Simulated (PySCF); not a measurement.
```xyz
21

C    -2.8587    0.1941    1.6566
O    -2.4177   -0.2844    0.4196
Si   -1.1703    0.2245   -0.4851
C    -1.2220   -1.0170   -1.9317
Cl   -0.4303   -2.5475   -1.4831
C     0.5102    0.1644    0.4043
C     1.7041    0.3927   -0.5275
Si    3.3661    0.3091    0.3910
H    -2.0645    0.1423    2.4040
H    -3.1916    1.2308    1.5701
H    -3.6951   -0.4281    1.9762
H    -1.4202    1.5724   -1.0210
H    -0.6897   -0.6384   -2.7992
H    -2.2362   -1.2691   -2.2282
H     0.5363    0.9093    1.2039
H     0.6255   -0.8083    0.8901
H     1.6849   -0.3611   -1.3157
H     1.5940    1.3581   -1.0247
H     3.3864    1.3265    1.4477
H     3.5183   -1.0136    0.9997
H     4.4615    0.5603   -0.5474
```

Geometry: GFN2-xTB.

Theory: PBE0/pcSseg-1, SCF density, gas phase, non-relativistic in PySCF 2.14.0.

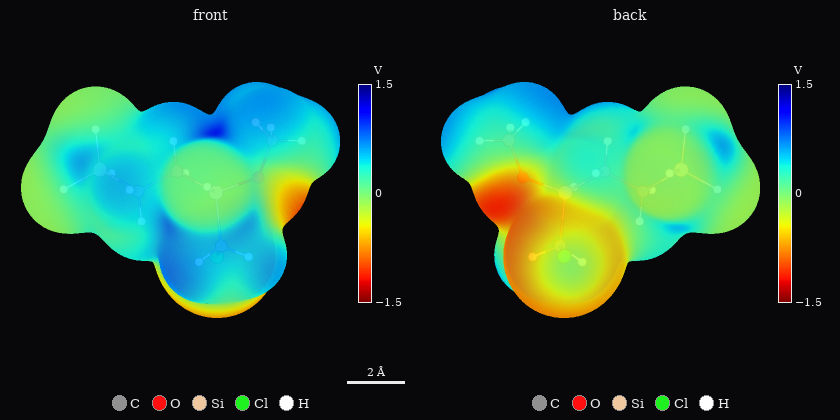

C4H13ClOSi2. The molecular electrostatic potential painted on the density surface at 0.001 e/bohr³, seen from the front and from behind; red is negative and blue positive.

Describe the electrostatic potential map.

The most negative region (about −1.1 V, or −25 kcal/mol for a unit charge) lies over O2, the most positive (about +1.0 V, or +23 kcal/mol for a unit charge) over C1 and Si3. O2 is the likeliest acceptor of a hydrogen bond.
